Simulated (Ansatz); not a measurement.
# N₂H (doublet): wave-function methods side by side at a displaced geometry (v2), cc-pVDZ

Aim: climb from Hartree-Fock through coupled cluster and multireference methods for N₂H (doublet) at one geometry and basis, and see what each rung misses.

Method: cc-pVDZ, core rule «outside noble gas», up to 2 orbitals frozen; program: Ansatz 0.2.0, Gaussian basis.

The runs, in order: UHF; CCSD(T) on ROHF; CCSD(T) on UHF; BCCD(T) on ROHF; CISD; CCSDT(Q) on ROHF; CCSDT(Q) on UHF; CASSCF and MRCISD+Q, 11 electrons in 9 orbitals; CASSCF and NEVPT2, 11 electrons in 9 orbitals.

13 further runs of the same task are left out: 1 for a mislabelled method, 4 that didn't finish, 8 set aside as unsound or not needed.

### Step 1. The geometry

The geometry is a PBE0/def2-TZVP stationary point (not a proven minimum) with its atoms shifted at random (size 0.100 Å).

3 atoms, charge 0, spin multiplicity 2.

Atoms are counted from 1 here; the program's logs count them from 0.

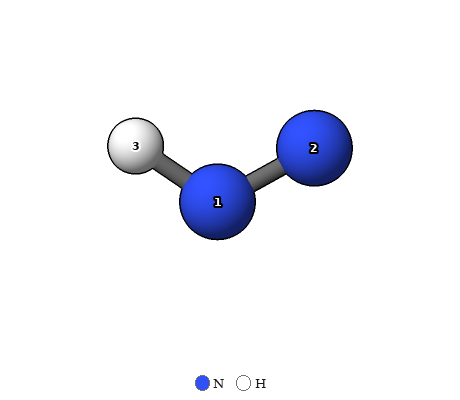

The structure; nitrogen blue, hydrogen white; atoms are numbered from 1 in the order of the file.

### Step 2. UHF

Input file in.yaml:

```yaml
crystal:
  periodic: [false, false, false]
  atoms:
    - {symbol: N, position_ang: [0.082639, -0.132427, 0.524921]}
    - {symbol: N, position_ang: [-0.082235, 0.083584, -0.609503]}
    - {symbol: H, position_ang: [-0.005615, 0.678730, 1.175379]}
basis:
  gaussian: {orbitals: cc-pVDZ}
magnetization: {spin_polarized: true, initial_magnetization: 1}
hamiltonian: {xc: hf}
output: {orbitals: {seedname: orbitals}}
```

Launch:

```
> ansatz run in.yaml --threads 1 --pin off --events-out ev --progress --plain --max-ram 2393MiB
```

The runs that follow: CCSD(T) on ROHF; CCSD(T) on UHF; BCCD(T) on ROHF; CISD; CCSDT(Q) on ROHF; CCSDT(Q) on UHF; CASSCF and MRCISD+Q, 11 electrons in 9 orbitals; CASSCF and NEVPT2, 11 electrons in 9 orbitals.

Before running them: what should the planned runs give, taken together? Wanted: UCCSDT(Q) below the RHF energy; RMP2 from UCCSDT(Q); UMP2 from UCCSDT(Q); RCCSD from UCCSDT(Q); RCCSD(T) from UCCSDT(Q); UCCSD(T) from UCCSDT(Q); RCCSDT(Q) from UCCSDT(Q); NEVPT2 valence from UCCSDT(Q); MRCISD+Q valence from UCCSDT(Q).

**Answer**, as computed:

```
                         quantity                                        value
   UCCSDT(Q) below the RHF energy                                   -9.0735 eV
              RMP2 from UCCSDT(Q)                              +18.11 kcal/mol
              UMP2 from UCCSDT(Q)                              +23.87 kcal/mol
             RCCSD from UCCSDT(Q)                               +8.15 kcal/mol
          RCCSD(T) from UCCSDT(Q)                               +1.08 kcal/mol
          UCCSD(T) from UCCSDT(Q)                               +1.27 kcal/mol
         RCCSDT(Q) from UCCSDT(Q)                               +0.03 kcal/mol
    NEVPT2 valence from UCCSDT(Q)                              +22.44 kcal/mol
  MRCISD+Q valence from UCCSDT(Q)                               +0.46 kcal/mol
levels within 1 kcal/mol (43 meV)  RCCSDT, UCCSDT, RCCSDT(Q), MRCISD+Q valence
                    T1 diagnostic                                        0.029
   effectively unpaired electrons                                         1.05
```

**Reading.** RCCSD(T) misses by +1.08 kcal/mol, 0.5 % of the correlation energy. One determinant dominates. Of the multireference levels listed MRCISD+Q valence comes nearest in total energy (+0.46 kcal/mol), which doesn't show that its space is the better one. These misses are within one basis, not against nature; the frozen cores of restricted and unrestricted runs differ, which can shift their rows.
